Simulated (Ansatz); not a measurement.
**What NaGeF3 (model cell, started as cubic perovskite with Ge in the octahedra) distorts into**

Aim: this structure of NaGeF3 (model cell, started as cubic perovskite with Ge in the octahedra) is to be tested for unstable modes, and one is followed downhill.

Program: Ansatz 0.2.0. Level of theory: DFT PBEsol, scalar-relativistic, plane waves, PAW; PAW set soft_1. Results are calculated unless marked as measured.

The structure was built from a prototype and need not be the compound's stable phase.

**1. The structure**

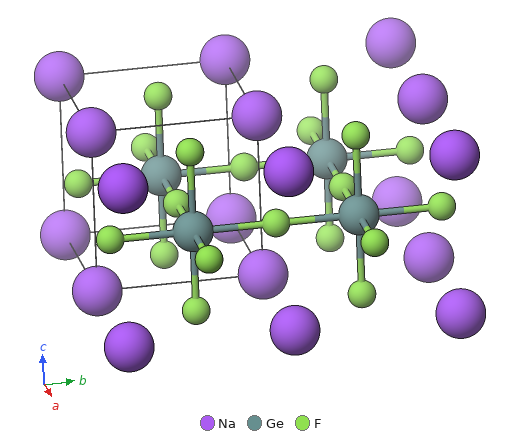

The starting structure, seen slightly off an axis (sodium purple, germanium teal, fluorine green). 2×2×1 cells are drawn. Some periodic images of atoms are drawn too.

**2. The dispersion**

The cell comes from relaxations at this level that are not shown. Stability and thermal properties need the whole zone. Linear response on a 2×2×2 q mesh gives force constants as far as a supercell of that size would, and the tensors from the zone-centre run are typed in so that the long-range dipole term is interpolated apart.

input.yaml reads:

```yaml
crystal:
  lattice:
    - [4.3407137908, 0.0, 0.0]
    - [0.0, 4.3407137908, 0.0]
    - [0.0, 0.0, 4.3407137908]
  atoms:
    - { symbol: Na, position: [0.0, 0.0, 0.0] }
    - { symbol: Ge, position: [0.5, 0.5, 0.5] }
    - { symbol: F, position: [0.5, 0.5, 0.0] }
    - { symbol: F, position: [0.5, 0.0, 0.5] }
    - { symbol: F, position: [0.0, 0.5, 0.5] }
kpoints:
  mp_grid: { grid: [12, 12, 12] }
hamiltonian:
  xc: pbesol
  pseudopotentials: { kind: paw, azcp: { folder: soft_1 }, xc_functional: pbe }
scf:
  occupations: { method: fixed }
output:
  eigenvalues: true
phonons:
  method: dfpt
  qmesh: [2, 2, 2]
  temperatures: { t_max: 1000, t_step: 50 }
  qpath:
    path:
      - [[0.0, 0.0, 0.0], [0.0, 0.5, 0.0], [0.5, 0.5, 0.0], [0.0, 0.0, 0.0], [0.5, 0.5, 0.5], [0.0, 0.5, 0.0]]
      - [[0.5, 0.5, 0.5], [0.5, 0.5, 0.0]]
    npoints: 10
  non_analytic_term:
    high_frequency_dielectric_tensor: [[3.6621, 0.0, 0.0], [0.0, 3.6621, 0.0], [0.0, 0.0, 3.6621]]
    born_effective_charges:
      - { species: Na, tensor: [[1.2203, 0.0, 0.0], [0.0, 1.2203, 0.0], [0.0, 0.0, 1.2203]] }
      - { species: Ge, tensor: [[3.677, 0.0, 0.0], [0.0, 3.677, 0.0], [0.0, 0.0, 3.677]] }
      - { species: F, tensor: [[-0.4161, 0.0, 0.0], [0.0, -0.4161, 0.0], [0.0, 0.0, -4.0652]] }
      - { species: F, tensor: [[-0.4161, 0.0, 0.0], [0.0, -4.0652, 0.0], [0.0, 0.0, -0.4161]] }
      - { species: F, tensor: [[-4.0652, 0.0, 0.0], [0.0, -0.4161, 0.0], [0.0, 0.0, -0.4161]] }
    source: "zone-centre run at this cell"
```

Started as:

```
ansatz run input.yaml --threads 8 --pin off --max-ram 16384MiB --backend cpu --events-out ev --progress --plain --runs-dir out
```

Numbers of over 12 decimals in the logs are rounded to 6 here.

Log:

```text
Engine: ansatz 0.2.0, aarch64-unknown-linux-gnu
Pseudopotentials: kind: paw
Pseudopotential: Na, paw, valence charge 9, recommended cutoff 420 eV (normal), soft_1/Na.paw.azcp
Pseudopotential: Ge, paw, valence charge 14, recommended cutoff 420 eV (normal), soft_1/Ge.paw.azcp
Pseudopotential: F, paw, valence charge 7, recommended cutoff 420 eV (normal), soft_1/F.paw.azcp
Functional definition: PBEsol
  exchange = pbesol_x
  correlation = pbesol_c
Crystal: 5 atoms, lattice volume = 81.787 Å³
Basis set: ecut = 420 eV, 1575 PW (Γ), exchange–correlation on 60×60×60 points (8 copies of the dense FFT grid, shifted against one another)
Bands: 27, of which v1, the nominal top of the filled ones, is band 22 counted from 1 (21 counted from 0)
Symmetry: 48 space group operations
k-points: 84 of 1728
Non-local potential: Na, projectors of the file, l = 0: 3, l = 1: 2, l = 2: 1
Non-local potential: Ge, projectors of the file, l = 0: 2, l = 1: 2, l = 2: 3, l = 3: 1
Non-local potential: F, projectors of the file, l = 0: 2, l = 1: 2, l = 2: 1
PAW form: soft (Blöchl's): semilocal exchange-correlation on the pseudo side does not see the compensation charge
PAW frozen core: Na, regenerated for the run's functional, and the local potential with it (the file was generated under x = pbe(κ = 0.804, μ = 0.219515), c = pbe(β = 0.066725))
PAW frozen core: Ge, regenerated for the run's functional, and the local potential with it (the file was generated under x = pbe(κ = 0.804, μ = 0.219515), c = pbe(β = 0.066725))
PAW frozen core: F, regenerated for the run's functional, and the local potential with it (the file was generated under x = pbe(κ = 0.804, μ = 0.219515), c = pbe(β = 0.066725))
PAW one-centre angular grid: Na, 110 points (default); XC on 64 Gauss nodes
PAW one-centre angular grid: Ge, 590 points (default); XC on 64 Gauss nodes
PAW one-centre angular grid: F, 110 points (default); XC on 64 Gauss nodes
Initial density: superposition of atomic densities (chi_scale 0.1, normalization cell, long waves kept (reshape's long-wave potential 0.03 eV rms))
Initial wavefunctions: pseudopotential atomic-orbital guess
Functional: x = pbesol(κ = 0.804, μ = 0.123457), c = pbesol(β = 0.046)
SCF iter   1: F=—  HF=-8137.935811 eV  |F-HF|=—  |Δ(HF+E_count)|=         —  Δρ=1.54e-1  dr2=1.50e1  ethr=3.10e-3  ⟨swp⟩=4.3  Hψ=7945  notcnv=0  defer=212
preconditioner: auto → Resta (q_TF=auto, 2.460 Å⁻¹)  ε∞=5.7  [insulator: Δε(μ)=0.000 eV  Ē_g=8.448 eV  n_scr=18 (ndim 8)  ℏωp=18.4 eV  f_vac=0.067  ε∞_Penn≈5.7]
SCF iter   2: F=—  HF=-8133.696602 eV  |F-HF|=—  |Δ(HF+E_count)|=    4.24e0  Δρ=5.63e-2  dr2=1.78e0  ethr=3.10e-3  ⟨swp⟩=3.0  Hψ=5326  notcnv=0  defer=226
SCF iter   3: F=—  HF=-8133.202884 eV  |F-HF|=—  |Δ(HF+E_count)|=   4.94e-1  Δρ=2.31e-2  dr2=5.41e-1  ethr=3.10e-3  ⟨swp⟩=2.6  Hψ=4546  notcnv=0  defer=161
SCF iter   4: F=—  HF=-8133.022431 eV  |F-HF|=—  |Δ(HF+E_count)|=   1.80e-1  Δρ=7.77e-3  dr2=7.79e-2  ethr=1.23e-3  ⟨swp⟩=3.1  Hψ=3890  notcnv=0  defer=238
SCF iter   5: F=—  HF=-8132.999231 eV  |F-HF|=—  |Δ(HF+E_count)|=   2.32e-2  Δρ=2.27e-3  dr2=4.85e-3  ethr=1.77e-4  ⟨swp⟩=2.8  Hψ=4244  notcnv=0  defer=244
SCF iter   6: F=—  HF=-8133.000022 eV  |F-HF|=—  |Δ(HF+E_count)|=   7.91e-4  Δρ=8.16e-4  dr2=4.76e-4  ethr=1.10e-5  ⟨swp⟩=2.9  Hψ=4114  notcnv=0  defer=245
SCF iter   7: F=—  HF=-8133.000125 eV  |F-HF|=—  |Δ(HF+E_count)|=   1.04e-4  Δρ=2.40e-4  dr2=4.66e-5  ethr=1.08e-6  ⟨swp⟩=2.0  Hψ=4017  notcnv=0  defer=245
SCF iter   8: F=—  HF=-8133.000179 eV  |F-HF|=—  |Δ(HF+E_count)|=   5.36e-5  Δρ=7.63e-5  dr2=4.23e-6  ethr=1.06e-7  ⟨swp⟩=2.0  Hψ=4087  notcnv=0  defer=204
SCF iter   9: F=—  HF=-8133.000185 eV  |F-HF|=—  |Δ(HF+E_count)|=   6.05e-6  Δρ=1.79e-5  dr2=2.96e-7  ethr=9.62e-9  ⟨swp⟩=2.0  Hψ=3790  notcnv=0  defer=99
SCF iter  10: F=—  HF=-8133.000186 eV  |F-HF|=—  |Δ(HF+E_count)|=   7.36e-7  Δρ=2.87e-6  dr2=7.98e-9  ethr=6.72e-10  ⟨swp⟩=2.9  Hψ=3925  notcnv=0  defer=100
SCF iter  11: F=—  HF=-8133.000186 eV  |F-HF|=—  |Δ(HF+E_count)|=   1.29e-8  Δρ=7.07e-7  dr2=7.14e-10  ethr=1.81e-11  ⟨swp⟩=2.0  Hψ=3872  notcnv=0  defer=100
SCF iter  12: F=—  HF=-8133.000186 eV  |F-HF|=—  |Δ(HF+E_count)|=  6.37e-12  Δρ=4.65e-7  dr2=1.37e-10  ethr=1.62e-12  ⟨swp⟩=2.0  Hψ=3003  notcnv=0  defer=100
SCF iter  13: F=-8133.000186 eV  HF=-8133.000186 eV  |F-HF|=1.46e-11  |Δ(HF+E_count)|=  7.37e-11  Δρ=1.19e-7  dr2=9.99e-12  ethr=1.00e-12  ⟨swp⟩=11.6  Hψ=13933  notcnv=0
SCF 1 converged in 13 iterations: F = -8133.000186 eV  dr2 = 9.99e-12
  greatest PAW one-centre occupation: 0.999 electrons in one spin orbital (limit 2), on the Na atom at site 0 (counted from 0), in its partial waves of l = 0
NSCF: frozen V_eff on 84 k-points
NSCF: frozen V_eff on 343 k-points
DFPT response loops at q = (0, 0, 0) (fractional): preconditioner auto → none (the input reference at scf.mixing.eps_inf says where Resta's filter doesn't serve); β = 0.50; Broyden in place of MSR1
NSCF: frozen V_eff on 686 k-points
DFPT response loops at q = (0, 0, -0.5) (fractional): mixed as the last ones told, above
NSCF: frozen V_eff on 686 k-points
DFPT response loops at q = (0, -0.5, -0.5) (fractional): mixed as the last ones told, above
NSCF: frozen V_eff on 686 k-points
DFPT response loops at q = (-0.5, -0.5, -0.5) (fractional): mixed as the last ones told, above
SCF converged after 13 iterations
Free energy (F): -8133.000186 eV
Harris-Foulkes:  -8133.000186 eV  (|F-HF|=1.46e-11)
Internal energy: -8133.000186 eV  (E = F + TS)
E sigma→0 (E₀):  -8133.000186 eV
Fermi energy:    5.382689 eV
--- Per-component energies (eV) ---
  E_band       = -550.776900
  E_kinetic    = 794.295867
  E_local      = -5761.072422  (includes V_loc(G=0)·N_el)
  E_nonlocal   = 751.830852
  E_hartree    = 2329.113653
  E_xc         = -336.157965
  E_vxc        = -406.720585  (∫ρ·V_xc dr)
  E_paw        = -2838.650722  (= ΣΔE_a)
  E_vpaw       = -587.340239  (= ΣTr[D̂ρ^β])
  E_aug_tail   = 0.002179  (compensation charges beyond the density's cutoff)
  E_ewald      = -3073.461587
  E_core_change = 1.099960  (= ΣΔE_core)
  E_smearing   = -0.000000  (= −TS)
  E_closure    = 0.000000  (closes the sum)
  Σ components = -8133.000186   (vs F -8133.000186, Δ=0.00e0)
--- Band table (eV; the first three rows and the last of 84) ---
  k-point 0: bands = [... 18 lower, -0.1877, -0.1804, -0.1804, -0.1804, 6.6862, 10.8569, 10.8569, 10.8569, ... 1 higher]
  k-point 1: bands = [... 18 lower, -0.1881, -0.1832, -0.1832, -0.0331, 6.7476, 10.6239, 10.8443, 10.8443, ... 1 higher]
  k-point 2: bands = [... 18 lower, -0.2087, -0.1828, -0.1828, 0.4220, 6.9141, 10.1209, 10.8094, 10.8094, ... 1 higher]
  k-point 83: bands = [... 18 lower, 0.2439, 0.2439, 0.2439, 5.3827, 7.1702, 7.1702, 7.1702, 9.2882, ... 1 higher]
--- Phonons (Γ-DFPT): 4 representative perturbations + reference (Σ response iterations 13) ---
  ASR residual: 2.839e-4 → 0.000e0 eV/Å²; symmetrization residual: 4.914e-6 eV/Å²
  ASR residual per site (eV/Å²): 2.84e-4 4.51e-5 4.25e-5 4.25e-5 4.25e-5
  Γ frequencies (cm⁻¹): -237.60 -237.60 -237.60 -112.74 -112.74 -112.74 -56.76 -56.76 -56.76 0.00 0.00 0.00 144.86 144.86 144.86
--- Phonons (arbitrary-q DFPT): 4 irreducible q on the 2×2×2 mesh ---
  q = [0.0000, 0.0000, 0.0000] (star 1, of the zone-centre solve; hermiticity 3.04e-6, symmetrization 6.40e-12): -237.60 -237.60 -237.60 -112.74 -112.74 -112.74 -56.76 -56.76 -56.76 -0.00 0.00 0.00 144.86 144.86 144.86
  q = [0.0000, 0.0000, -0.5000] (star 3, 9 solved perturbations in 2646 linear systems a pass and spin channel, the states on 343 of 1728 k-point pairs; hermiticity 3.61e-7, symmetrization 4.49e-13): -225.92 -225.92 -108.13 -108.13 -54.23 -54.23 -53.80 13.73 80.21 80.21 98.02 112.56 112.56 255.03 395.17
  q = [0.0000, -0.5000, -0.5000] (star 3, 9 solved perturbations in 2646 linear systems a pass and spin channel, the states on 343 of 1728 k-point pairs; hermiticity 3.94e-7, symmetrization 4.06e-13): -213.55 -123.14 -115.98 -115.98 -77.45 12.43 12.43 71.18 71.18 95.13 159.97 245.65 245.65 297.62 408.52
  q = [-0.5000, -0.5000, -0.5000] (star 1, 4 solved perturbations in 931 linear systems a pass and spin channel, the states on 343 of 1728 k-point pairs; hermiticity 5.25e-7, symmetrization 5.26e-12): -123.65 -123.65 -123.65 -111.27 -111.27 -111.27 180.82 180.82 180.82 214.57 214.57 214.57 297.17 297.17 418.35
  sum rule: each row above includes the acoustic sum rule's correction from the zone centre's row sums; it moved no ω² by more than (1.83 cm⁻¹)²
  mesh force constants: q→R imaginary residual 1.05e-17; ASR residual 2.839e-4 → 0.000e0 eV/Å²; symmetrization residual 9.770e-15 eV/Å²
  interpolated dispersion: 63 rows × 15 modes
  density of states and harmonic sums: on the 14×14×14 q-mesh, interpolated from the force constants of a 2×2×2 supercell (with the dipole–dipole term of supplied tensors)
  largest difference from the sums on the solved wave vectors: F 2.44e-1 eV, S 2.72e-4 and C_V 7.25e-5 eV/K
  zero-point energy: 0.087990 eV/cell   skipped modes (ω ≤ 0): 847, of them read as no rigid motion or as one in doubt: 844 (7.078e0 modes/cell left out, lowest -237.60 cm⁻¹)   left out of the sums: 4.72e-1 of the cell's modes: C_V's classical limit lies that fraction below 3 k_B per atom; for a crystal, a wire or a layer, F and S can be off by more, and a phonons.interpolated_qmesh denser along its periods is the remedy for the sampling
```

Elapsed: 3.2 min, on 8 threads of Arm Neoverse V1, shared host; peak memory 1.9 GiB; 24 min of CPU time.

This step gave:

| Quantity | Value |
| --- | --- |
| gap on the k-mesh | 1.303 eV |
| volume per atom | 16.36 Å³ |
| sum-rule residual before enforcement | 2.84e-4 eV/Å² |
| lowest frequency on the path | -237.6 cm⁻¹ |
| point group | m-3m |
| highest frequency on the path or at a solved wavevector | 418.4 cm⁻¹ |
| highest optical mode at the zone centre (no LO-TO term) | 144.9 cm⁻¹ |
| lowest optical zone-centre mode | -237.6 cm⁻¹ |
| lowest mode on the q mesh (acoustic modes at Γ apart) | -237.6 cm⁻¹ |

Frequencies (cm⁻¹) solved at each irreducible wavevector; negative means imaginary. Frequencies by wavevector, by row:

| q in reciprocal lattice units | star | mode 1 | mode 2 | mode 3 | mode 4 | mode 13 | mode 14 | mode 15 |
| --- | --- | --- | --- | --- | --- | --- | --- | --- |
| 0 0 0 | 1 | -237.6 | -237.6 | -237.6 | -112.7 | 144.9 | 144.9 | 144.9 |
| 0 0 -0.5 | 3 | -225.9 | -225.9 | -108.1 | -108.1 | 112.6 | 255 | 395.2 |
| 0 -0.5 -0.5 | 3 | -213.6 | -123.1 | -116 | -116 | 245.7 | 297.6 | 408.5 |
| -0.5 -0.5 -0.5 | 1 | -123.7 | -123.7 | -123.7 | -111.3 | 297.2 | 297.2 | 418.4 |

Interpolated from a 2×2×2 q mesh, rough between the solved points, with the LO-TO term (at Γ the limit along the path; where Γ stands inside the path, tables give the limit on arrival). The phonon branches at the labelled points (cm⁻¹):

| point | branch 1 | branch 2 | branch 3 | branch 4 | branch 12 | branch 13 | branch 14 | branch 15 |
| --- | --- | --- | --- | --- | --- | --- | --- | --- |
| Γ | -238 | -238 | -167 | -113 | 117 | 145 | 145 | 392 |
| X | -226 | -226 | -108 | -108 | 113 | 113 | 255 | 395 |
| M | -214 | -123 | -116 | -116 | 246 | 246 | 298 | 408 |
| Γ | -238 | -238 | -167 | -113 | 117 | 145 | 145 | 392 |
| R | -124 | -124 | -124 | -111 | 215 | 297 | 297 | 418 |
| X | -226 | -226 | -108 | -108 | 113 | 113 | 255 | 395 |
| jump to R | -124 | -124 | -124 | -111 | 215 | 297 | 297 | 418 |
| M | -214 | -123 | -116 | -116 | 246 | 246 | 298 | 408 |

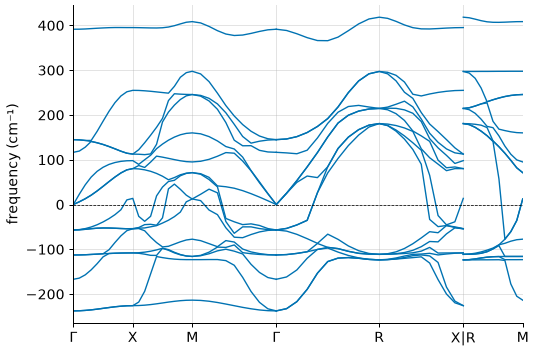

Phonon branches along the path.

Symmetry leaves 4 wavevectors to solve. The lowest mode among them, the acoustic zeros apart, lies at Γ and is imaginary, 237.6i cm⁻¹, so the energy falls along it.

**3. The mode frozen in, largest atomic shift 0 Å**

The mode followed lies at Γ with frequency 237.6i cm⁻¹ and is 3-fold degenerate, the softest among the wavevectors solved. At small amplitude the distorted cell has space group no. 99 by a symmetry search on the positions. The undistorted cell that holds it gives the zero of energy on the same k mesh.

input.yaml, the sections that differ from step 2:

```yaml
scf:
  occupations: { method: gaussian, width: 0.02 }
output:
  forces: true
  stress: true
  eigenvalues: true
# crystal, kpoints, hamiltonian: as in step 2
# phonons: removed
```

Log:

```text
[...]
Crystal: 5 atoms, lattice volume = 81.787 Å³
Basis set: ecut = 420 eV, 1575 PW (Γ), exchange–correlation on 60×60×60 points (8 copies of the dense FFT grid, shifted against one another)
Bands: 27, of which v1, the nominal top of the filled ones, is band 22 counted from 1 (21 counted from 0)
Symmetry: 48 space group operations
[...]
k-points: 84 of 1728
[...]
--- Band table (eV; the first three rows and the last of 84) ---
  k-point 0: bands = [... 18 lower, -0.1876, -0.1803, -0.1803, -0.1803, 6.6862, 10.8570, 10.8570, 10.8570]
  k-point 1: bands = [... 18 lower, -0.1880, -0.1831, -0.1831, -0.0330, 6.7476, 10.6239, 10.8444, 10.8444]
  k-point 2: bands = [... 18 lower, -0.2087, -0.1827, -0.1827, 0.4220, 6.9141, 10.1210, 10.8095, 10.8095]
  k-point 83: bands = [... 18 lower, 0.2440, 0.2440, 0.2440, 5.3828, 7.1703, 7.1703, 7.1703, 9.2883]
[key lines of the parts left out:]
SCF converged after 10 iterations
Free energy (F): -8133.000186 eV
Fermi energy:    6.034475 eV
P = ⅓ Tr σ = -0.0096 GPa (-0.096 kbar)
```

Elapsed: 1.8 s, on 8 threads; peak memory 0.51 GiB; 13 s of CPU time.

Numbers from this step:

- pressure: -0.009594 GPa
- energy from the undistorted cell: 0 meV/atom

At this level the gap is 1.30 eV on the k-mesh of the self-consistent run, which can miss the band edges.

**4. The mode frozen in, largest atomic shift 0.22 Å**

The atoms are moved along the unstable eigenvector, the largest shift by 0.22 Å, with the cell fixed.

input.yaml, the sections that differ from step 3:

```yaml
crystal:
  lattice:
    - [4.3407137908, 0.0, 0.0]
    - [0.0, 4.3407137908, 0.0]
    - [0.0, 0.0, 4.3407137908]
  atoms:
    - { symbol: Na, position: [0.0, -0.0030096712, 0.0] }
    - { symbol: Ge, position: [0.5, 0.5064009157, 0.5] }
    - { symbol: F, position: [0.5, 0.5149272407, 0.0] }
    - { symbol: F, position: [0.5, -0.0506829085, 0.5] }
    - { symbol: F, position: [0.0, 0.5149272407, 0.5] }
# kpoints, hamiltonian, scf, output: as in step 3
```

Log:

```text
[...]
Crystal: 5 atoms, lattice volume = 81.787 Å³
Basis set: ecut = 420 eV, 1575 PW (Γ), exchange–correlation on 60×60×60 points (8 copies of the dense FFT grid, shifted against one another)
Bands: 27, of which v1, the nominal top of the filled ones, is band 22 counted from 1 (21 counted from 0)
Symmetry: 8 space group operations
[...]
k-points: 196 of 1728 (time reversal used)
[...]
--- Band table (eV; the first three rows and the last of 196) ---
  k-point 0: bands = [... 18 lower, -0.1523, -0.1523, -0.1473, 0.0963, 6.7322, 10.9066, 10.9066, 11.0944]
  k-point 1: bands = [... 18 lower, -0.1840, -0.1663, -0.1477, 0.2747, 6.7889, 10.6471, 10.8958, 11.1194]
  k-point 2: bands = [... 18 lower, -0.2146, -0.2051, -0.1513, 0.7051, 6.9420, 10.1415, 10.8654, 11.1178]
  k-point 195: bands = [... 18 lower, 0.1273, 0.1273, 0.2765, 5.0968, 7.2823, 7.2823, 7.9780, 9.2773]
[key lines of the parts left out:]
SCF converged after 11 iterations
Free energy (F): -8133.076473 eV
Fermi energy:    5.914522 eV
P = ⅓ Tr σ = 0.7743 GPa (7.743 kbar)
```

Wall time 7 s (8 threads); peak memory 0.63 GiB.

Numbers from this step:

- pressure: 0.7743 GPa
- gap on the k-mesh: 1.635 eV
- energy from the undistorted cell: -15.26 meV/atom

The energy, extrapolated to zero smearing, is -15.26 meV/atom against the undistorted cell.

The run ends at a pressure of 0.77 GPa, with forces up to 0.22 eV/Å.

**5. Energy along the mode, all amplitudes (two of the runs are shown above)**

An imaginary frequency means negative curvature, so the energy should fall and then rise again as anharmonic terms take over.

This step gave:

```yaml
depth_at_the_lowest_point_sampled: 15.26 meV/atom
largest_atomic_shift_at_that_point: 0.22 Å
```

The energy from the parent by largest atomic shift:

| largest atomic shift (Å) | energy from the parent (meV/atom) |
| --- | --- |
| 0.000 | 0 |
| 0.040 | -0.772 |
| 0.080 | -2.97 |
| 0.140 | -8.16 |
| 0.220 | -15.3 |
| 0.320 | -13.2 |
| 0.450 | 45.6 |

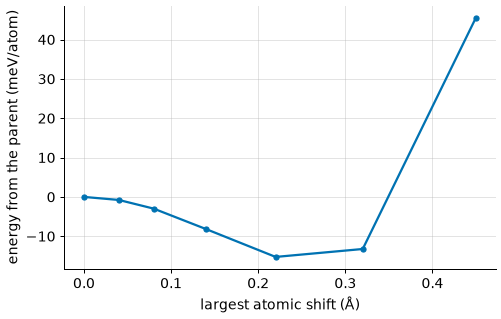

Energy from the parent, plotted against largest atomic shift.

Displacement at unit largest shift by atom:

| atom | x (Å) | y (Å) | z (Å) | size |
| --- | --- | --- | --- | --- |
| Na1 | 0.00 | -0.06 | 0.00 | 0.06 |
| Ge2 | 0.00 | 0.13 | 0.00 | 0.13 |
| F3 | 0.00 | 0.29 | 0.00 | 0.29 |
| F4 | 0.00 | -1.00 | 0.00 | 1.00 |
| F5 | 0.00 | 0.29 | 0.00 | 0.29 |

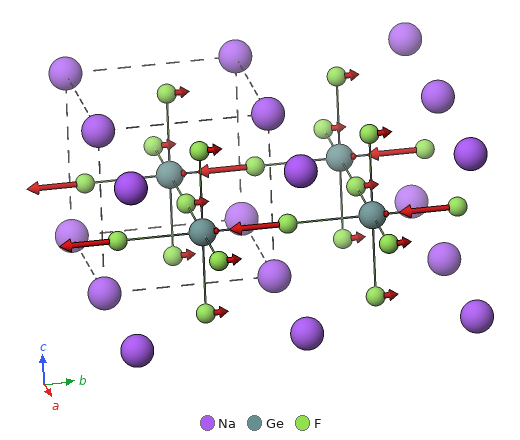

Displacement at unit largest shift as arrows, the longest 1 Å. 2×2×1 cells are drawn. Some periodic images of atoms are drawn too.

The lowest of the steps tried is at 0.22 Å, 15.3 meV/atom below the parent; the bottom of the well need not coincide with a step.

[end of part 1 of 3]

[Logs are printed without paths, hosts, clocks, repeated set-up lines and the standing remarks that a program may print on its own settings, such as how far it seeks lower states.]

[Hosts, paths, dates, database ids (printed as entryN), source tags and the programs' standing remarks are cut or masked in the printed files.]
